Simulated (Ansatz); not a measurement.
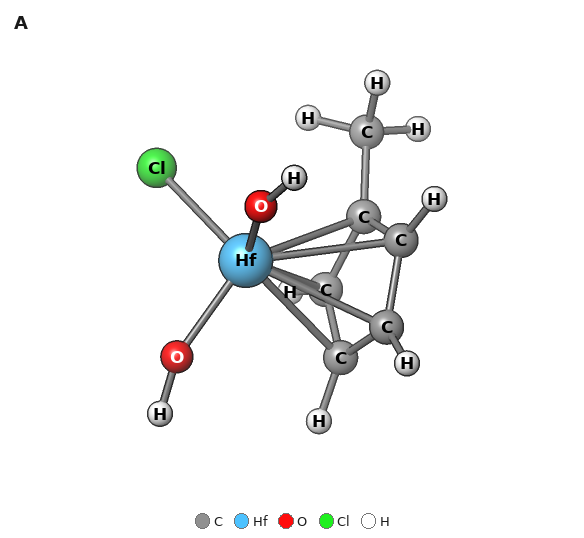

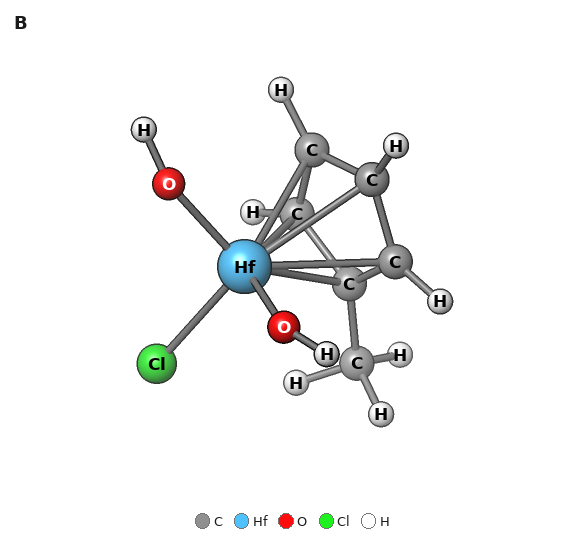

Distant atoms are faded towards the background colour. Charge 0, singlet. Computed geometry: PBE0-D4/def2-TZVP optimisation. No frequency run is at hand to confirm it as a minimum.

Question: Are A and B the same structure? If not, how do they differ?

Answer: No. They are mirror images that no rotation superimposes: the geometry of C6H9ClHfO2 is chiral (C1). Their energies are equal.
